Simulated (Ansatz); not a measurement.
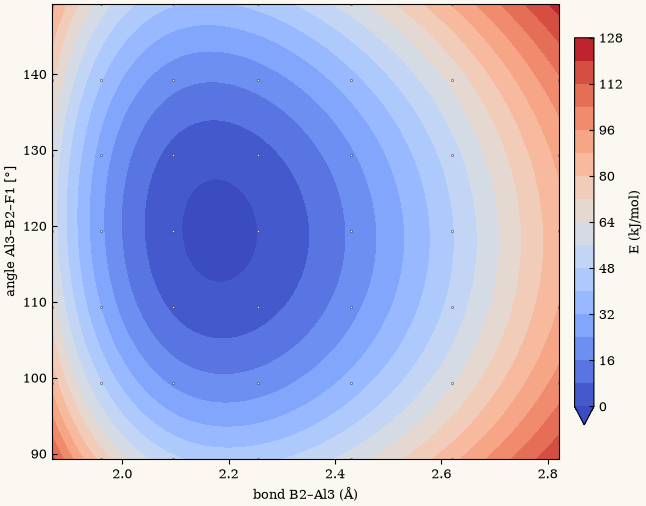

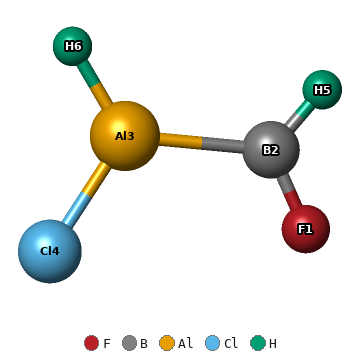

Energy landscape of AlBClFH2, SMILES F[BH][AlH][Cl]. Two internal coordinates are moved rigidly from the geometry relaxed at PBE0-D4/def2-TZVP, all others fixed. Coordinates scanned: (1) bond B2–Al3; (2) angle Al3–B2–F1. The grid has 7 × 7 points. All energies are given in kJ/mol relative to the lowest grid point. All numbers below come from RKS PBE-D4/def2-TZVPP (Ansatz 0.2.0).

Drawn: filled contours, dots at the grid points. Between grid points the surface is interpolated. The second picture is the structure at the lowest point.

Question: What does the map say about the system?

Answer: The lowest grid point is at bond B2–Al3 = 2.255 Å, angle Al3–B2–F1 = 119.3°. The bottom of the well lies between grid points, at about bond B2–Al3 = 2.181 Å, angle Al3–B2–F1 = 119°, about 2.3 kJ/mol lower on the interpolated surface. No other kind of well shows on this grid. The highest grid point, bond B2–Al3 = 2.822 Å, angle Al3–B2–F1 = 149.3°, lies 123 kJ/mol above the lowest. Round the minimum the two coordinates are nearly uncoupled.
